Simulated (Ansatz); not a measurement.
The starting structures come from a database of crystals and need not be the phases stable at ambient conditions.

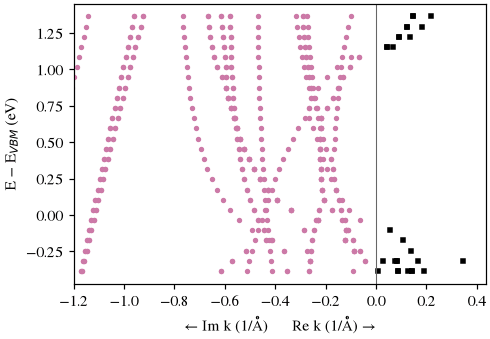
Figure. Complex bands at the centre of the two-dimensional zone; PBEsol in Ansatz (a program for electronic structure)

The gap is the functional's own. No spin-orbit coupling. Mid-gap values are interpolated on the energy grid.

Q: This is SnS₂ (Fd-3m, not sure to be the ambient phase, 12 atoms a cell, 23.6 Å³ an atom) along the normal of (001). Read off the slowest decay at the centre of the two-dimensional zone at 0.59 eV, the computed energy nearest the middle of the gap.

A: κ ≈ 0.16 1/Å, a decay length 1/(2κ) of the density of 3.1 Å.
